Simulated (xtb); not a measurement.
# Frequency calculation of AsH₃

The run: frequency calculation of AsH₃. Method and program: GFN2-xTB (xtb 6.7.1).

The geometry was optimised with GFN2-xTB.

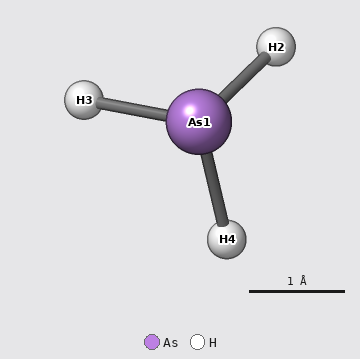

Fig. 1: The structure (ball-and-stick view, seen on its broad side; atoms are numbered from 1 in the order of the input).

## Input (mol.coord)
```
$coord
     -0.010223418334      0.010147829289      1.239679235016  as
      2.295866063330     -0.055047722010     -0.393913410678  h
     -1.097968672930      2.007777315631     -0.438775508877  h
     -1.187692869327     -1.962896320171     -0.406990315461  h
$end
```

## File xtb.inp
```
$hess
   step=0.001
$end
```

Launch command:
```bash
xtb mol.coord --hess -I xtb.inp -P 1 | tee run.log
```

## The program's output
```
* xtb version 6.7.1
   ID    Z sym.   atoms
    1   33 as     1
    2    1 h      2-4

           -------------------------------------------------
          |                Calculation Setup                |
           -------------------------------------------------

          program call               : xtb mol.coord --hess -I xtb.inp -P 1
          coordinate file            : mol.coord
          omp threads                :                     1

           -------------------------------------------------
          |                 G F N 2 - x T B                 |
           -------------------------------------------------

      * Hamiltonian:
        H0-scaling (s, p, d)           1.850000    2.230000    2.230000
        zeta-weighting                 0.500000
      * Dispersion:
        s8                             2.700000
        a1                             0.520000
        a2                             5.000000
        s9                             5.000000
      * Repulsion:
        kExp                           1.500000    1.000000
        rExp                           1.000000
      * Coulomb:
        alpha                          2.000000
        third order                    shell-resolved
        anisotropic                    true
        a3                             3.000000
        a5                             4.000000
        cn-shift                       1.200000
        cn-exp                         4.000000
        max-rad                        5.000000

          ...................................................
          :                      SETUP                      :
          :.................................................:
          :  # basis functions                  13          :
          :  # atomic orbitals                  12          :
          :  # shells                            6          :
          :  # electrons                         8          :
          :  max. iterations                   250          :
          :  Hamiltonian                  GFN2-xTB          :
          :  restarted?                      false          :
          :  GBSA solvation                  false          :
          :  PC potential                    false          :
          :  electronic temp.          300.0000000     K    :
          :  accuracy                    1.0000000          :
          :  -> integral cutoff          0.2500000E+02      :
          :  -> integral neglect         0.1000000E-07      :
          :  -> SCF convergence          0.1000000E-05 Eh   :
          :  -> wf. convergence          0.1000000E-03 e    :
          :  Broyden damping             0.4000000          :
          :  net charge                          0          :
          :  unpaired electrons                  0          :
          ...................................................

 iter      E             dE          RMSdq      gap      omega  full diag
   1     -3.8954944 -0.389549E+01  0.716E+00    6.40       0.0  T
   2     -3.8968738 -0.137943E-02  0.405E+00    6.41       1.0  T
   3     -3.8968505  0.233290E-04  0.438E-01    6.50       1.0  T
   4     -3.8971682 -0.317777E-03  0.435E-01    6.50       1.0  T
   5     -3.8972584 -0.901347E-04  0.930E-02    6.51       1.0  T
   6     -3.8972596 -0.124112E-05  0.823E-03    6.51       6.1  T
   7     -3.8972596  0.189089E-07  0.853E-03    6.51       5.9  T
   8     -3.8972597 -0.855129E-07  0.637E-04    6.51      78.5  T
   9     -3.8972597 -0.523606E-09  0.983E-05    6.51     508.4  T

   *** convergence criteria satisfied after 9 iterations ***

         #    Occupation            Energy/Eh            Energy/eV
      -------------------------------------------------------------
         1        2.0000           -0.6017581             -16.3747
         2        2.0000           -0.4413225             -12.0090
         3        2.0000           -0.4413222             -12.0090
         4        2.0000           -0.4107001             -11.1757 (HOMO)
         5                         -0.1713236              -4.6620 (LUMO)
         6                         -0.1713228              -4.6619
         7                         -0.0053656              -0.1460
         8                         -0.0053656              -0.1460
         9                         -0.0021443              -0.0583
       ...                                ...                  ...
        12                          0.7457349              20.2925
      -------------------------------------------------------------
                  HL-Gap            0.2393765 Eh            6.5138 eV
             Fermi-level           -0.2910118 Eh           -7.9188 eV

 SCC (total)                   0 d,  0 h,  0 min,  0.002 sec
 SCC setup                      ...        0 min,  0.000 sec (  4.216%)
 Dispersion                     ...        0 min,  0.000 sec (  1.161%)
 classical contributions        ...        0 min,  0.000 sec (  0.661%)
 integral evaluation            ...        0 min,  0.000 sec ( 14.544%)
 iterations                     ...        0 min,  0.001 sec ( 59.882%)
 molecular gradient             ...        0 min,  0.000 sec ( 14.023%)
 printout                       ...        0 min,  0.000 sec (  5.200%)

         :::::::::::::::::::::::::::::::::::::::::::::::::::::
         ::                     SUMMARY                     ::
         :::::::::::::::::::::::::::::::::::::::::::::::::::::
         :: total energy              -3.880163426242 Eh    ::
         :: gradient norm              0.000002230661 Eh/a0 ::
         :: HOMO-LUMO gap              6.513766678126 eV    ::
         ::.................................................::
         :: SCC energy                -3.897259666501 Eh    ::
         :: -> isotropic ES           -0.000826857284 Eh    ::
         :: -> anisotropic ES          0.000330223108 Eh    ::
         :: -> anisotropic XC          0.001159940396 Eh    ::
         :: -> dispersion             -0.000980391328 Eh    ::
         :: repulsion energy           0.017096240259 Eh    ::
         :: add. restraining           0.000000000000 Eh    ::
         :: total charge              -0.000000000000 e     ::
         :::::::::::::::::::::::::::::::::::::::::::::::::::::

           -------------------------------------------------
          |                Numerical Hessian                |
           -------------------------------------------------
step length          :   0.00100
SCC accuracy         :   0.30000
Hessian scale factor :   1.00000
frozen atoms in %    :   0.00000    0
RMS gradient         :   0.00000
estimated CPU  time      0.00 min

writing file <hessian>.

 projected vibrational frequencies (cm⁻¹)
eigval :       -0.00    -0.00    -0.00    -0.00     0.00     0.00
eigval :     1002.16  1030.99  1031.39  1966.71  1967.26  1977.63
           -------------------------------------------------
          |                Property Printout                |
           -------------------------------------------------

    * Orbital Energies and Occupations

         #    Occupation            Energy/Eh            Energy/eV
      -------------------------------------------------------------
         1        2.0000           -0.6017588             -16.3747
         2        2.0000           -0.4413229             -12.0090
         3        2.0000           -0.4413226             -12.0090
         4        2.0000           -0.4107007             -11.1757 (HOMO)
         5                         -0.1713241              -4.6620 (LUMO)
         6                         -0.1713233              -4.6619
         7                         -0.0053660              -0.1460
         8                         -0.0053660              -0.1460
         9                         -0.0021447              -0.0584
        10                          0.2933864               7.9835
        11                          0.7457317              20.2924
        12                          0.7457346              20.2925
Molecule has the following symmetry elements: (C3) 3*(sigma)
It seems to be the C3v point group
      -------------------------------------------------------------
                  HL-Gap            0.2393766 Eh            6.5138 eV
             Fermi-level           -0.2910124 Eh           -7.9188 eV

     #   Z          covCN         q      C6AA      α(0)
     1  33 as       2.916     0.086   211.773    26.669
     2   1 h        0.972    -0.029     3.594     2.962
     3   1 h        0.972    -0.029     3.594     2.962
     4   1 h        0.972    -0.029     3.594     2.962

 Mol. C6AA /au·bohr⁶  :        407.998430
 Mol. C8AA /au·bohr⁸  :      21702.881376
 Mol. α(0) /au        :         35.556280

Wiberg/Mayer (AO) data.
largest (>0.10) Wiberg bond orders for each atom

 ---------------------------------------------------------------------------
     #   Z sym  total        # sym  WBO       # sym  WBO       # sym  WBO
 ---------------------------------------------------------------------------
     1  33 as   2.983 --     4 h    0.994     2 h    0.994     3 h    0.994
     2   1 h    0.999 --     1 as   0.994
     3   1 h    0.999 --     1 as   0.994
     4   1 h    0.999 --     1 as   0.994
 ---------------------------------------------------------------------------

Topologies differ in total number of bonds
Writing topology from bond orders to xtbtopo.mol

molecular dipole:
                 x           y           z       tot (Debye)
 q only:       -0.001       0.001       0.141
   full:        0.001      -0.001      -0.139       0.353
molecular quadrupole (traceless):
                xx          xy          yy          xz          yz          zz
 q only:       -0.171      -0.000      -0.171      -0.004       0.004       0.342
  q+dip:        0.081       0.000       0.081       0.002      -0.002      -0.163
   full:        0.572       0.000       0.572       0.014      -0.014      -1.143

           -------------------------------------------------
          |               Frequency Printout                |
           -------------------------------------------------
 projected vibrational frequencies (cm⁻¹)
eigval :       -0.00    -0.00    -0.00    -0.00     0.00     0.00
eigval :     1002.16  1030.99  1031.39  1966.71  1967.26  1977.63
 reduced masses (amu)
   1:  2.81   2:  1.92   3: 70.39   4: 72.70   5: 72.51   6:  1.72   7:  3.03   8:  1.51
   9:  1.51  10:  1.94  11:  1.94  12:  1.85
 IR intensities (km·mol⁻¹)
   1:  1.02   2:  0.92   3:  0.03   4:  0.02   5:  0.01   6:  0.63   7:245.97   8: 98.24
   9: 93.56  10:863.91  11:862.02  12:336.67
 Raman intensities (Ä⁴*amu⁻¹)
   1:  0.00   2:  0.00   3:  0.00   4:  0.00   5:  0.00   6:  0.00   7:  0.00   8:  0.00
   9:  0.00  10:  0.00  11:  0.00  12:  0.00
 output can be read by thermo (or use thermo option).
 writing <g98.out> molden fake output.
 recommended (thermochemical) frequency scaling factor: 1.0
           -------------------------------------------------
          |             Thermodynamic Functions             |
           -------------------------------------------------

c3v symmetry found (for desy threshold:  0.10E+00) used in thermo

          ...................................................
          :                      SETUP                      :
          :.................................................:
          :  # frequencies                           6      :
          :  # imaginary freq.                       0      :
          :  linear?                             false      :
          :  only rotor calc.                    false      :
          :  symmetry                              c3v      :
          :  rotational number                       3      :
          :  scaling factor                  1.0000000      :
          :  rotor cutoff                   50.0000000 cm⁻¹ :
          :  imag. cutoff                  -20.0000000 cm⁻¹ :
          :.................................................:

    mode    ω/cm⁻¹     T·S(HO)/kcal·mol⁻¹    T·S(FR)/kcal·mol⁻¹   T·S(vib)
   ------------------------------------------------------------------------
   ------------------------------------------------------------------------

   temp. (K)  partition function   enthalpy   heat capacity  entropy
                                   cal/mol     cal/K/mol   cal/K/mol   J/K/mol
 298.15  VIB   1.02                   65.154      1.103      0.262
         ROT   239.                  888.752      2.981     13.865
         INT   244.                  953.906      4.084     14.127
         TR   0.666E+27             1481.254      4.968     38.958
         TOT                        2435.1602     9.0525    53.0850   222.1076

       T/K    H(0)-H(T)+PV         H(T)/Eh          T*S/Eh         G(T)/Eh
   ------------------------------------------------------------------------
    298.15    0.388067E-02    0.243298E-01    0.252224E-01   -0.892560E-03
   ------------------------------------------------------------------------

         :::::::::::::::::::::::::::::::::::::::::::::::::::::
         ::                  THERMODYNAMIC                  ::
         :::::::::::::::::::::::::::::::::::::::::::::::::::::
         :: total free energy          -3.881055986005 Eh   ::
         ::.................................................::
         :: total energy               -3.880163426252 Eh   ::
         :: zero point energy           0.020449162906 Eh   ::
         :: G(RRHO) w/o ZPVE           -0.021341722659 Eh   ::
         :: G(RRHO) contrib.           -0.000892559754 Eh   ::
         :::::::::::::::::::::::::::::::::::::::::::::::::::::

           -------------------------------------------------
          | TOTAL ENERGY               -3.880163426252 Eh   |
          | TOTAL ENTHALPY             -3.855833588622 Eh   |
          | TOTAL FREE ENERGY          -3.881055986005 Eh   |
          | GRADIENT NORM               0.000002224511 Eh/α |
          | HOMO-LUMO GAP               6.513768700283 eV   |
           -------------------------------------------------

------------------------------------------------------------------------
------------------------------------------------------------------------
 total:
 *  cpu-time:     0 d,  0 h,  0 min,  0.047 sec
 * ratio c/w:     0.991 speedup
 SCF:
 *  cpu-time:     0 d,  0 h,  0 min,  0.002 sec
 * ratio c/w:     0.999 speedup
 analytical hessian:
 *  cpu-time:     0 d,  0 h,  0 min,  0.025 sec
 * ratio c/w:     0.992 speedup
```

## File vibspectrum
```
$vibrational spectrum
#  mode     symmetry     wave number   IR intensity    selection rules
#                         cm**(-1)      (km*mol⁻¹)        IR
     1                      -0.00         0.00000          -
     2                      -0.00         0.00000          -
     3                      -0.00         0.00000          -
     4                      -0.00         0.00000          -
     5                       0.00         0.00000          -
     6                       0.00         0.00000          -
     7        a           1002.16       245.96782         YES
     8        a           1030.99        98.24262         YES
     9        a           1031.39        93.56327         YES
    10        a           1966.71       863.91003         YES
    11        a           1967.26       862.02311         YES
    12        a           1977.63       336.66542         YES
$end
```

## Standard error
```
normal termination of xtb
```

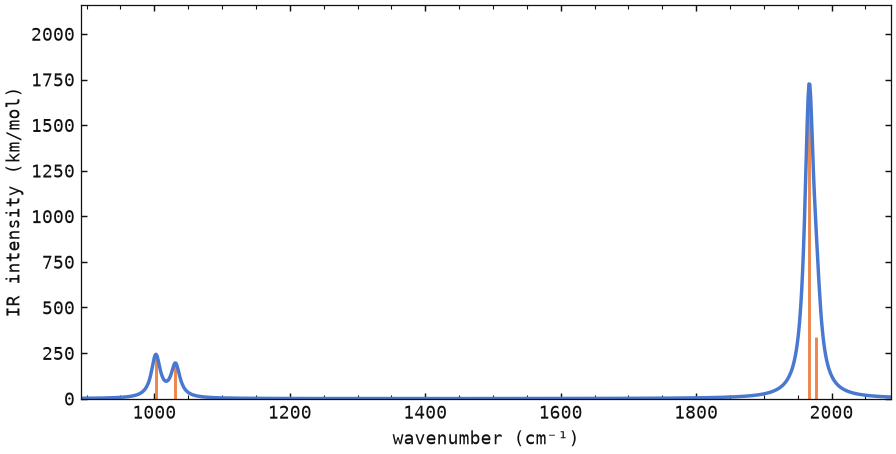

Fig. 2: Harmonic infrared spectrum, unscaled: sticks (degenerate modes added up, dark ones marked on the axis) with a Lorentzian envelope of 16 cm⁻¹ full width, scaled to the tallest stick. 6 modes from 1002 to 1978 cm⁻¹, none imaginary. The strongest line is at 1967 cm⁻¹ (1726 km/mol). All modes, in cm⁻¹ (km/mol): 1002 (246), 1031 (98), 1031 (94), 1967 (864), 1967 (862), 1978 (337).

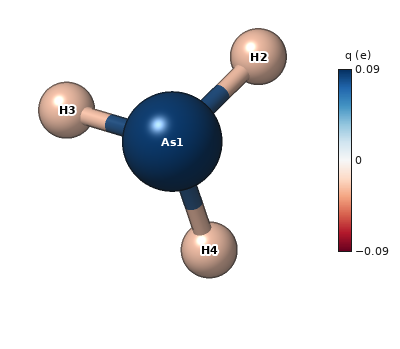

Fig. 3: Mulliken charges, as the colour of each atom (ball-and-stick view, seen on its broad side; atoms are numbered from 1 in the order of the input). By element: As +0.09 and H −0.03 e.

## Results in brief

- outcome: converged
- electrons treated: 8
- total energy: −3.880163 hartree
- dispersion energy: −0.000980 hartree
- basis functions: 13
- HOMO: −11.18 eV
- LUMO: −4.66 eV
- zero-point energy: 0.020449 hartree
- dipole moment: 0.35 D
- wavenumbers, lowest and highest: 1002 and 1978 cm⁻¹
- hardware: 1 thread of Intel Xeon @ 2.70GHz, 189 GiB of memory available, shared host
- peak memory: 0.072 GiB

## Notes

Settings chosen away from the usual ones: method = gfn2-xtb; task = frequencies; x = {"hess_step": 0.001}; geo = {"prev": "A"}.
